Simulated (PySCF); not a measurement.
SMILES OB(O)[CH2][GeH3] (CH7BGeO2), PBE0/def2-SVP optimised geometry. Atoms within 1.6 Å of the plane z = 0.0 Å (x, y, z in Å): C2 (-0.81, 0.87, 0.00), B3 (0.04, -0.46, 0.00), O4 (1.41, -0.46, 0.00), O5 (-0.53, -1.70, 0.04), H9 (-0.29, 1.70, -0.51), H10 (-1.78, 0.74, -0.50), H11 (1.78, 0.42, -0.02), H12 (-1.49, -1.66, 0.05).

Computed with PBE0/def2-TZVP run with PySCF 2.14.0. Cells within 0.4 Å of a nucleus heavier than hydrogen are left out (blank, or x).

Map of the electrostatic potential (hartree/e), clipped to [-0.08, 0.12] on the plane z = 0.0 Å:

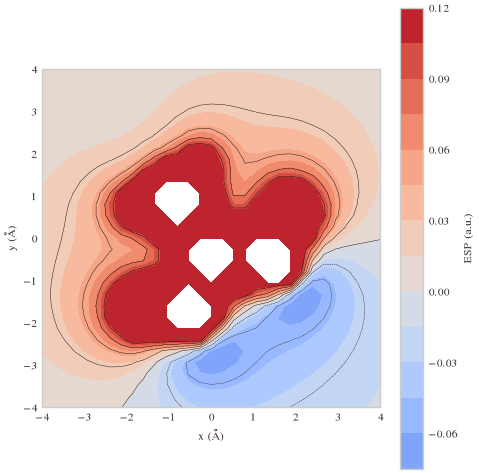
Electrostatic potential (hartree/e), clipped to [-0.08, 0.12] on the plane z = 0.0 Å.
